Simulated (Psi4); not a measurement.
# Property calculation of BSiH₄OF

BSiH₄OF, computed with CASSCF/cc-pVDZ, RHF (Psi4 1.11).

The geometry comes from this level: PBE0-D4/def2-TZVP.

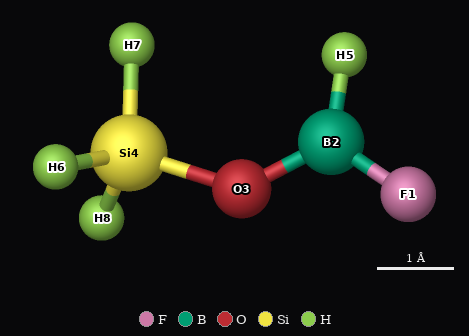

The structure as given in the input (ball-and-stick view, seen at a tilt; atoms are numbered from 1 in the order of the input). Bond lengths as drawn: B–F 1.32 Å, B–H 1.20 Å, B–O 1.34 Å, H–Si 1.48 Å and O–Si 1.66 Å.

### Input (calc.dat)
```
memory 1.6 GB

molecule geom {
  0 1
  F     -3.02242796    -3.21102263     2.69493843
  B     -1.29521829    -1.48834830     2.14105970
  O     -0.92124149    -0.90158833    -0.29782084
  Si     0.98454731     1.08243512    -1.78654708
  H     -0.14229638    -0.52628873     3.83576609
  H     -0.59923215     2.89317070    -3.21706975
  H      2.59024760     2.44851814     0.06538452
  H      2.57947616    -0.40496831    -3.54077984
  units au
  symmetry c1
}

set globals {
  basis               cc-pVDZ
  puream              true
  scf_type            df
  restricted_docc     [19]
  active              [2]
  mcscf_type          df
  mcscf_maxiter       80
  mcscf_r_convergence 0.0001
  mcscf_e_convergence 1e-06
  nat_orbs            true
}

e, wfn = energy('casscf', return_wfn=True)
oeprop(wfn, 'DIPOLE', 'QUADRUPOLE', 'MULLIKEN_CHARGES', 'LOWDIN_CHARGES', title='CASSCF')
print_variables()
```

Launched with:
```bash
psi4 calc.dat calc.out -n 1
```

### What the program printed
```
Psi4 1.11 release

   => Loading Basis Set <=

    Name: CC-PVDZ
    Role: ORBITAL
    Keyword: BASIS

         ---------------------------------------------------------
                                   SCF
                              RHF Reference
                        1 Threads,   1525 MiB Core
         ---------------------------------------------------------

  ==> Geometry <==

    Molecular point group: c1
    Full point group: C1

    Geometry (in Bohr), charge = 0, multiplicity = 1:

       Center              X                  Y                   Z               Mass
    ------------   -----------------  -----------------  -----------------  -----------------
         F           -2.324980311030    -2.479295434273     2.475144147427    18.998403162730
         B           -0.597770641030    -0.756621104273     1.921265417427    11.009305360000
         O           -0.223793841030    -0.169861134273    -0.517615122573    15.994914619570
         SI           1.681994958970     1.814162315727    -2.006341362573    27.976926534650
         H            0.555151268970     0.205438465727     3.615971807427     1.007825032230
         H            0.098215498970     3.624897895727    -3.436864032573     1.007825032230
         H            3.287695248970     3.180245335727    -0.154409762573     1.007825032230
         H            3.276923808970     0.326758885727    -3.760574122573     1.007825032230

  Running in c1 symmetry.

  Rotational constants: A =      1.30937  B =      0.08295  C =      0.08021 [cm^-1]
  Rotational constants: A =  39253.99433  B =   2486.66647  C =   2404.74546 [MHz]
  Nuclear repulsion =  151.784365895137881

  Charge       = 0
  Multiplicity = 1
  Electrons    = 40
  Nalpha       = 20
  Nbeta        = 20

  ==> Algorithm <==

  SCF Algorithm Type is DF.
  DIIS enabled.
  MOM disabled.
  Fractional occupation disabled.
  Guess Type is SAD.
  Energy threshold   = 1.00e-08
  Density threshold  = 1.00e-08
  Integral threshold = 1.00e-12

  ==> Primary Basis <==

  Basis Set: CC-PVDZ
    Blend: CC-PVDZ
    Number of shells: 38
    Number of basis functions: 80
    Number of Cartesian functions: 84
    Spherical Harmonics?: true
    Max angular momentum: 2

   => Loading Basis Set <=

    Name: (CC-PVDZ AUX)
    Role: JKFIT
    Keyword: DF_BASIS_SCF

  ==> Integral Setup <==

  DFHelper Memory: AOs need 0.021 GiB; user supplied 1.118 GiB.
  SCF_SUBTYPE=INCORE selected. In-core MEM_DF algorithm will be used.
  Using in-core AOs.

  ==> MemDFJK: Density-Fitted J/K Matrices <==

    J tasked:                   Yes
    K tasked:                   Yes
    wK tasked:                   No
    Memory [MiB]:              1144
    Algorithm:                 Core
    Schwarz Cutoff:           1E-12
    Mask sparsity (%):       2.8750
    Fitting Condition:        1E-10

   => Auxiliary Basis Set <=

  Basis Set: (CC-PVDZ AUX)
    Blend: CC-PVDZ-JKFIT
    Number of shells: 144
    Number of basis functions: 414
    Number of Cartesian functions: 473
    Spherical Harmonics?: true
    Max angular momentum: 3

  Minimum eigenvalue in the overlap matrix is 1.0499619906E-02.
  Reciprocal condition number of the overlap matrix is 2.4265682113E-03.
    Using symmetric orthogonalization.

  ==> Pre-Iterations <==

  SCF Guess: Superposition of Atomic Densities via on-the-fly atomic UHF (no occupation information).

   -------------------------
    Irrep   Nso     Nmo
   -------------------------
     A         80      80
   -------------------------
    Total      80      80
   -------------------------

  ==> Iterations <==

                           Total Energy        Delta E     RMS |[F,P]|

   @DF-RHF iter SAD:  -489.29584447274584   -4.89296e+02   0.00000e+00
   @DF-RHF iter   1:  -490.30999173655721   -1.01415e+00   5.55279e-03 DIIS/ADIIS
   @DF-RHF iter   2:  -490.36721010887311   -5.72184e-02   3.52181e-03 DIIS/ADIIS
   @DF-RHF iter   3:  -490.39495082734624   -2.77407e-02   3.79619e-04 DIIS/ADIIS
   @DF-RHF iter   4:  -490.39574275426810   -7.91927e-04   1.20106e-04 DIIS/ADIIS
   @DF-RHF iter   5:  -490.39578412757567   -4.13733e-05   2.48271e-05 DIIS
   @DF-RHF iter   6:  -490.39578810917482   -3.98160e-06   4.42893e-06 DIIS
   @DF-RHF iter   7:  -490.39578825177955   -1.42605e-07   8.90954e-07 DIIS
   @DF-RHF iter   8:  -490.39578825799123   -6.21168e-09   1.90120e-07 DIIS
   @DF-RHF iter   9:  -490.39578825831472   -3.23496e-10   3.68145e-08 DIIS
   @DF-RHF iter  10:  -490.39578825832587   -1.11413e-11   7.80191e-09 DIIS
  Energy and wave function converged.

  ==> Post-Iterations <==

    Orbital Energies [Eh]
    ---------------------

    Doubly Occupied:

       1A    -68.829083     2A    -26.296082     3A    -20.580486
       4A     -7.697135     5A     -6.174037     6A     -4.281566
       7A     -4.279802     8A     -4.279705     9A     -1.611286
      10A     -1.378700    11A     -0.824305    12A     -0.752326
      13A     -0.693664    14A     -0.671070    15A     -0.669879
      16A     -0.585921    17A     -0.581563    18A     -0.519033
      19A     -0.479623    20A     -0.476665

    Virtual:

      21A      0.140489    22A      0.154527    23A      0.191042
      24A      0.194767    25A      0.215844    26A      0.276390
      27A      0.292798    28A      0.349098    29A      0.397892
      30A      0.401560    31A      0.427672    32A      0.461830
      33A      0.517562    34A      0.531597    35A      0.567436
      36A      0.584527    37A      0.604543    38A      0.622234
      39A      0.695987    40A      0.726702    41A      0.830423
      42A      0.865379    43A      0.919617    44A      1.025068
      45A      1.063752    46A      1.108313    47A      1.140277
      48A      1.226281    49A      1.292086    50A      1.390371
      51A      1.406194    52A      1.469217    53A      1.483756
      54A      1.597249    55A      1.637973    56A      1.653742
      57A      1.703917    58A      1.725776    59A      1.747234
      60A      1.824701    61A      1.874002    62A      1.926499
      63A      1.975310    64A      2.048482    65A      2.134152
      66A      2.228120    67A      2.259399    68A      2.322355
      69A      2.475935    70A      2.665252    71A      3.026052
      72A      3.165333    73A      3.181592    74A      3.434239
      75A      3.603649    76A      4.017025    77A      4.047767
      78A      4.168163    79A      4.402957    80A      4.503612

    Final Occupation by Irrep:
              A
    DOCC [    20 ]
    NA   [    20 ]
    NB   [    20 ]

  @DF-RHF Final Energy:  -490.39578825832587

   => Energetics <=

    Nuclear Repulsion Energy =            151.7843658951378814
    One-Electron Energy =                -981.0364414349784283
    Two-Electron Energy =                 338.8562872815147102
    Total Energy =                       -490.3957882583258652

Computation Completed

Properties will be evaluated at   0.000000,   0.000000,   0.000000 [a0]

Properties computed using the SCF density matrix

 Multipole Moments:

 ------------------------------------------------------------------------------------
     Multipole            Electronic (a.u.)      Nuclear  (a.u.)        Total (a.u.)
 ------------------------------------------------------------------------------------

 L = 1.  Multiply by 2.5417464519 to convert [e a0] to [Debye]
 Dipole X            :         -4.4738605            5.0618885            0.5880280
 Dipole Y            :         -4.6947538            5.2799595            0.5852057
 Dipole Z            :          3.9066624           -4.0829518           -0.1762894
 Magnitude           :                                                    0.8481277

 ------------------------------------------------------------------------------------

	total time  =          1 seconds =       0.02 minutes
  Constructing Basis Sets for MCSCF...

   => Loading Basis Set <=

    Name: (CC-PVDZ AUX)
    Role: JKFIT
    Keyword: DF_BASIS_SCF

         ---------------------------------------------------------
                Multi-Configurational Self-Consistent Field
                            (a 'D E T C I' module)

         ---------------------------------------------------------

   ==> Parameters <==

    EX LEVEL       =        2      H0 BLOCKSIZE  =     1000
    VAL EX LEVEL   =        0      H0 GUESS SIZE =     1000
    H0COUPLINGSIZE =        0      H0 COUPLING   =       NO
    MAXITER        =       12      NUM PRINT     =       20
    NUM ROOTS      =        1      ICORE         =        1
    PRINT LVL      =        1      FCI           =      YES
    R CONV         = 1.00e-07      MIXED         =      YES
    E CONV         = 1.00e-06      MIXED4        =      YES
    R4S            =       NO      REPL OTF      =       NO
    DIAG METHOD    =      SEM      FOLLOW ROOT   =        0
    PRECONDITIONER = DAVIDSON      UPDATE        = DAVIDSON
    S              =   0.0000      Ms0           =      YES
    GUESS VECTOR   =  H0BLOCK      OPENTYPE      =     NONE
    COLLAPSE SIZE  =        1      HD AVG        = EVANGELISTI
    MAX NUM VECS   =       13      REF SYM       =     AUTO
    IOPEN        =       NO

    EX ALLOW       =  1  1
    STATE AVERAGE  =  0(1.00)

   ==> CI Orbital and Space information <==

   ------------------------------------
               Space    Total     A
   ------------------------------------
                 Nso       80    80
                 Nmo       80    80
               Ndocc       20    20
               Nsocc        0     0
   ------------------------------------
               MCSCF Spaces
   ------------------------------------
         Frozen DOCC        0     0
     Restricted DOCC       19    19
              Active        2     2
     Restricted UOCC       59    59
         Frozen UOCC        0     0
   ------------------------------------

   ==> Setting up CI strings <==

    There are 2 alpha and 2 beta strings
    The CI space requires 4 (4.00E+00) determinants and 1 blocks

   ==> Setting up DF-MCSCF integrals <==

  DFHelper Memory: AOs need 0.021 GiB; user supplied 1.192 GiB.
  SCF_SUBTYPE=INCORE selected. In-core MEM_DF algorithm will be used.
  Using in-core AOs.

  ==> MemDFJK: Density-Fitted J/K Matrices <==

    J tasked:                   Yes
    K tasked:                   Yes
    wK tasked:                   No
    Memory [MiB]:              1220
    Algorithm:                 Core
    Schwarz Cutoff:           1E-12
    Mask sparsity (%):       2.8750
    Fitting Condition:        1E-10

   => Auxiliary Basis Set <=

  Basis Set: (CC-PVDZ AUX)
    Blend: CC-PVDZ-JKFIT
    Number of shells: 144
    Number of basis functions: 414
    Number of Cartesian functions: 473
    Spherical Harmonics?: true
    Max angular momentum: 3

  DFHelper Memory: AOs need 0.021 GiB; user supplied 1.192 GiB.
  SCF_SUBTYPE=INCORE selected. In-core MEM_DF algorithm will be used.
  Using in-core AOs.

   ==> Starting DF-MCSCF iterations <==

           Iter         Total Energy       Delta E   Orb RMS    CI RMS  NCI NORB
   @DF-MCSCF  1:   -490.395940197938   -1.5194e-04  4.25e-05  5.40e-14    1    1  Initial CI
   @DF-MCSCF  2:   -490.398530652288   -2.5905e-03  4.93e-04  3.98e-15    2    1  TS
   @DF-MCSCF  3:   -490.400076290945   -1.5456e-03  4.82e-04  4.98e-15    2    1  TS
   @DF-MCSCF  4:   -490.400937870735   -8.6158e-04  3.79e-04  3.53e-15    2    1  TS, DIIS
   @DF-MCSCF  5:   -490.401287780348   -3.4991e-04  2.44e-04  3.18e-15    2    1  TS, DIIS
   @DF-MCSCF  6:   -490.401463027143   -1.7525e-04  1.67e-04  4.67e-15    2    1  TS, DIIS
   @DF-MCSCF  7:   -490.401472238128   -9.2110e-06  8.64e-05  3.10e-15    2    1  TS, DIIS
   @DF-MCSCF  8:   -490.401496592452   -2.4354e-05  4.19e-05  3.63e-15    2    1  TS, DIIS
   @DF-MCSCF  9:   -490.401490095597    6.4969e-06  3.82e-05  1.18e-15    2    1  TS, DIIS
   @DF-MCSCF 10:   -490.401480394756    9.7008e-06  5.21e-05  6.26e-16    2    1  TS, DIIS
   @DF-MCSCF 11:   -490.401481864550   -1.4698e-06  9.43e-06  2.36e-15    2    1  TS, DIIS
   @DF-MCSCF 12:   -490.401482099791   -2.3524e-07  4.69e-06  1.99e-15    2    1  TS, DIIS

          @DF-MCSCF has converged!

   @DF-MCSCF Final Energy: -490.401482099790655

   Computing CI Natural Orbitals

   ==> Starting CI iterations <==

    H0 Block Eigenvalue = -490.40148210

    Simultaneous Expansion Method (Block Davidson Method)
    Using 1 initial trial vectors

     Iter   Root       Total Energy       Delta E      C RMS

   @CI  0:     0   -490.401482099790   -1.4124E+00   4.0189E-13
    Warning: Norm of correction (root 0) is < 1.0E-13
   @CI  1:     0   -490.401482099790   0.0000E+00   2.9716E-14 c

   ==> Energetics <==

    SCF energy =         -490.395788258325865
    Total MCSCF energy = -490.401482099790655

   ==> MCSCF root 0 information <==

    MCSCF Root 0 energy =  -490.401482099790428

   Active Space Natural occupation numbers:

         A   1.991032         A   0.008968

   The 4 most important determinants:

    *   1    0.997756  (    0,    0)  20AX
    *   2   -0.066962  (    1,    1)  21AX

Properties will be evaluated at   0.000000,   0.000000,   0.000000 [a0]

Properties computed using the CASSCF density matrix

 Multipole Moments:

 ------------------------------------------------------------------------------------
     Multipole            Electronic (a.u.)      Nuclear  (a.u.)        Total (a.u.)
 ------------------------------------------------------------------------------------

 L = 1.  Multiply by 2.5417464519 to convert [e a0] to [Debye]
 Dipole X            :         -4.4738102            5.0618885            0.5880783
 Dipole Y            :         -4.6956431            5.2799595            0.5843164
 Dipole Z            :          3.9161951           -4.0829518           -0.1667567
 Magnitude           :                                                    0.8456178

 ------------------------------------------------------------------------------------

Properties will be evaluated at   0.000000,   0.000000,   0.000000 [a0]

Properties computed using the CASSCF density matrix

 Multipole Moments:

 ------------------------------------------------------------------------------------
     Multipole            Electronic (a.u.)      Nuclear  (a.u.)        Total (a.u.)
 ------------------------------------------------------------------------------------

 L = 1.  Multiply by 2.5417464519 to convert [e a0] to [Debye]
 Dipole X            :         -4.4738102            5.0618885            0.5880783
 Dipole Y            :         -4.6956431            5.2799595            0.5843164
 Dipole Z            :          3.9161951           -4.0829518           -0.1667567
 Magnitude           :                                                    0.8456178

 L = 2.  Multiply by 1.3450342976 to convert [e a0^2] to [Debye ang]
 Quadrupole XX       :       -136.2349364          112.3096267          -23.9253098
 Quadrupole XY       :       -110.6219296          109.1606363           -1.4612933
 Quadrupole XZ       :        115.1738111         -115.0137143            0.1600968
 Quadrupole YY       :       -151.7663252          127.8947628          -23.8715624
 Quadrupole YZ       :        126.4724727         -126.1873785            0.2850942
 Quadrupole ZZ       :       -194.9941648          171.1454802          -23.8486846
 Traceless XX        :         24.7635390          -24.8069965           -0.0434575
 Traceless YY        :          9.2321503           -9.2218604            0.0102898
 Traceless ZZ        :        -33.9956893           34.0288570            0.0331677

 ------------------------------------------------------------------------------------
  Mulliken Charges: (a.u.)
   Center  Symbol    Alpha    Beta     Spin     Total
       1     F     4.60948  4.60948  0.00000 -0.21896
       2     B     2.27890  2.27890  0.00000  0.44219
       3     O     4.23428  4.23428  0.00000 -0.46857
       4    SI     6.62923  6.62923  0.00000  0.74155
       5     H     0.57113  0.57113  0.00000 -0.14225
       6     H     0.55697  0.55697  0.00000 -0.11393
       7     H     0.56309  0.56309  0.00000 -0.12619
       8     H     0.55692  0.55692  0.00000 -0.11384

   Total alpha = 20.00000, Total beta = 20.00000, Total charge = -0.00000

  Lowdin Charges: (a.u.)
   Center  Symbol    Alpha    Beta     Spin     Total
       1     F     4.45742  4.45742  0.00000  0.08517
       2     B     2.60435  2.60435  0.00000 -0.20871
       3     O     4.01225  4.01225  0.00000 -0.02450
       4    SI     6.75725  6.75725  0.00000  0.48550
       5     H     0.53105  0.53105  0.00000 -0.06210
       6     H     0.54522  0.54522  0.00000 -0.09044
       7     H     0.54726  0.54726  0.00000 -0.09451
       8     H     0.54520  0.54520  0.00000 -0.09039

  Total alpha = 20.00000, Total beta = 20.00000, Total charge = -0.00000

  Variable Map:
  ----------------------------------------------------------------------------
  "CI CORRELATION ENERGY"        =>      -0.005693841465
  "CI ROOT 0 CORRELATION ENERGY" =>      -0.005693841465
  "CI ROOT 0 TOTAL ENERGY"       =>    -490.401482099790
  "CI TOTAL ENERGY"              =>    -490.401482099790
  "CURRENT CORRELATION ENERGY"   =>      -0.005693841465
  "CURRENT ENERGY"               =>    -490.401482099790
  "CURRENT REFERENCE ENERGY"     =>    -490.395788258326
  "DD SOLVATION ENERGY"          =>       0.000000000000
  "DETCI AVG DVEC NORM"          =>       0.000000000000
  "FCI CORRELATION ENERGY"       =>      -0.005693841465
  "FCI TOTAL ENERGY"             =>    -490.401482099790
  "HF KINETIC ENERGY"            =>     490.368258651184
  "HF POTENTIAL ENERGY"          =>    -980.764046909510
  "HF TOTAL ENERGY"              =>    -490.395788258326
  "HF VIRIAL RATIO"              =>       2.000056140679
  "MCSCF TOTAL ENERGY"           =>    -490.401482099790
  "NUCLEAR REPULSION ENERGY"     =>     151.784365895138
  "ONE-ELECTRON ENERGY"          =>    -981.036441434978
  "PCM POLARIZATION ENERGY"      =>       0.000000000000
  "PE ENERGY"                    =>       0.000000000000
  "SCF ITERATION ENERGY"         =>    -490.395788258326
  "SCF ITERATIONS"               =>      10.000000000000
  "SCF TOTAL ENERGY"             =>    -490.395788258326
  "TWO-ELECTRON ENERGY"          =>     338.856287281515

  Array Variable Map:
  ----------------------------------------------------------------------------
  "CASSCF DIPOLE"                =>       0.588078269585 ... -0.166756663430 1 by 3
  "CASSCF QUADRUPOLE"            =>     -23.925309755137 ... -23.848684608738 1 by 6
  "CURRENT DIPOLE"               =>       0.588028046060 ... -0.176289397623 1 by 3
  "SCF DIPOLE"                   =>       0.588028046060 ... -0.176289397623 1 by 3
  "SCF TOTAL ENERGIES"           =>    -489.295844472746 ... -490.395788258326 1 by 11

    Psi4 run time: 0:00:03.83
```

### Results in brief

| quantity | value |
| --- | --- |
| outcome | converged |
| total energy | −490.401482 hartree |
| SCF energy | −490.395788 hartree |
| CASSCF energy | −490.401482 hartree |
| correlation energy | −0.005694 hartree |
| basis functions | 80 |
| hardware | 1 thread of AMD EPYC (Zen 3), 24 GiB of memory available, shared host |
| wall time | 5.1 s |
| peak memory | 0.27 GiB |

Further notes kept with the run: active space taken by orbital order; may be a local solution.
